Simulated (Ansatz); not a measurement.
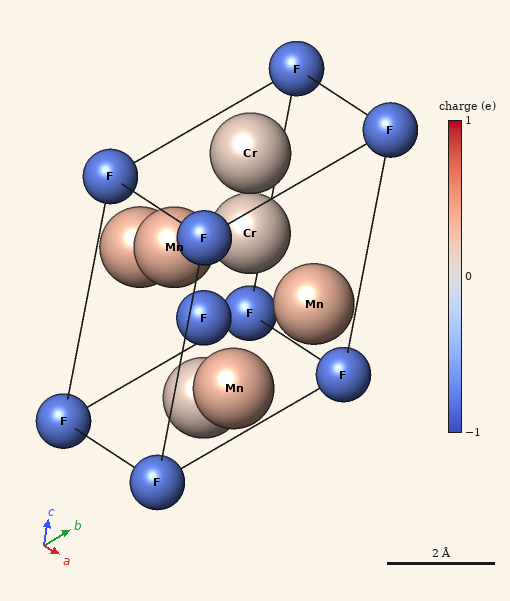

The image is a spheres-only drawing of a crystal, viewed slightly off an axis. Lines trace the edges of the simulation cell. The atoms of this Mn$_{2}$CrF cell are coloured by their Bader charge.

Setup: DFT, PAW plane waves, PBEsol in Ansatz; a 420 eV plane-wave basis, a 5×5×4 grid in reciprocal space, Fermi-Dirac smearing of 0.077 eV, spinor wavefunctions. The state is antiferromagnetic. The pressure of the cell is 49 GPa.

Q: Who donates electrons here and who accepts them?

A: Most positive: Mn; most negative: F. Charges: about Mn +0.3 e; Cr +0.1 e; F -0.7 e.

The model is a generated cell, made by putting these elements into a known structure type (the compound may or may not exist in this form); its atoms and cell weren't optimised. A calculation with Ansatz used it as input.

At this level of theory the cell isn't at rest (compressed, at 49 GPa and forces up to 8.9 eV/Å), so its distances can differ from those at equilibrium, the more so the softer the solid, and its magnetic state may change on relaxation.
